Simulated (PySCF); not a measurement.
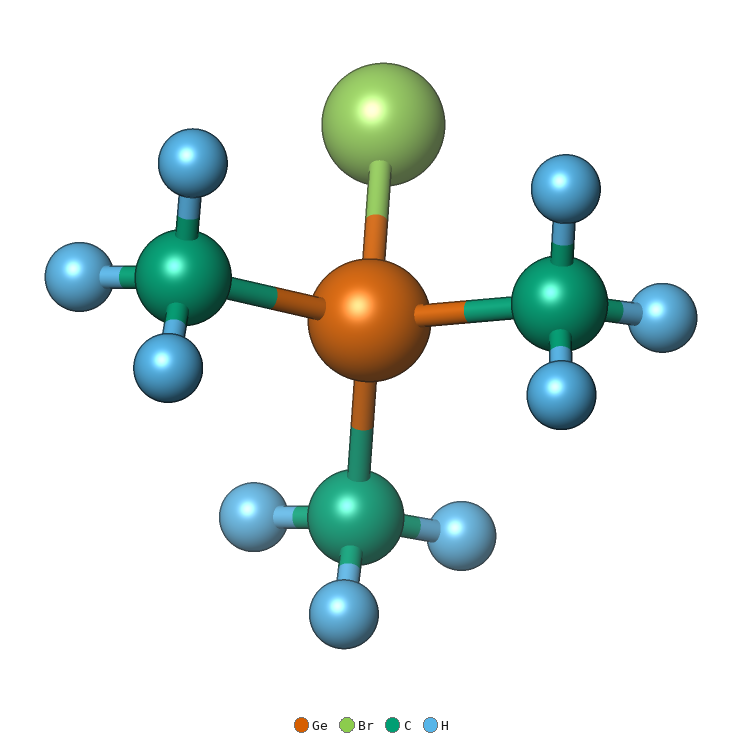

The computed structure is the end point of a PBE0-D3(BJ)/def2-SVP optimisation. No frequency run is at hand to confirm it as a minimum.

Draw it as a skeletal formula.

SMILES: [CH3][Ge]([CH3])([CH3])[Br]

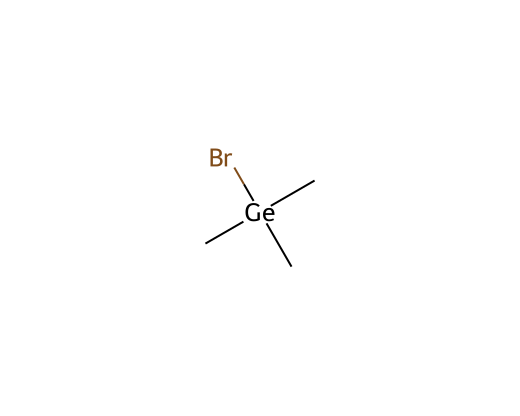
